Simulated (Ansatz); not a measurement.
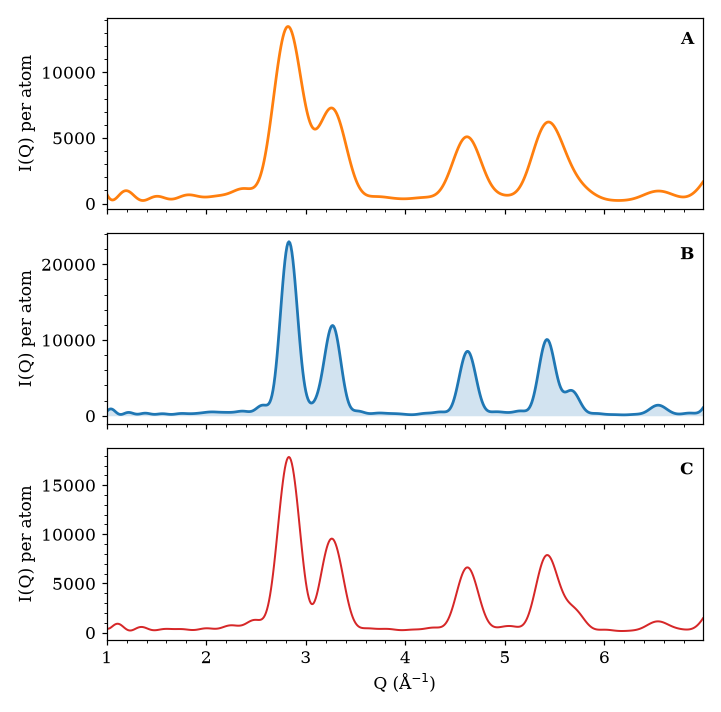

X-ray scattering of spheres cut from the crystal structure of Ir (Fm-3m, a = 3.840 Å, b = 3.840 Å, c = 3.840 Å, α = 90.00°, β = 90.00°, γ = 90.00°), calculated atom by atom with the Debye equation (B = 0.5 Å², no relaxation of the surface). It is based on the input geometry of an electronic-structure calculation (not necessarily at equilibrium).

The spheres are 20, 28 and 36 Å across. Which curve is which?

curve A: 20 Å (321 atoms); curve B: 36 Å (1721 atoms); curve C: 28 Å (791 atoms). Peak widths go roughly as 2π/D, so the largest sphere has the sharpest peaks.

Index the main peaks of the largest sphere.

Q ≈ 2.83 Å⁻¹: 111; Q ≈ 3.27 Å⁻¹: 200; Q ≈ 4.62 Å⁻¹: 220; Q ≈ 5.42 Å⁻¹: 311; Q ≈ 6.54 Å⁻¹: 400.
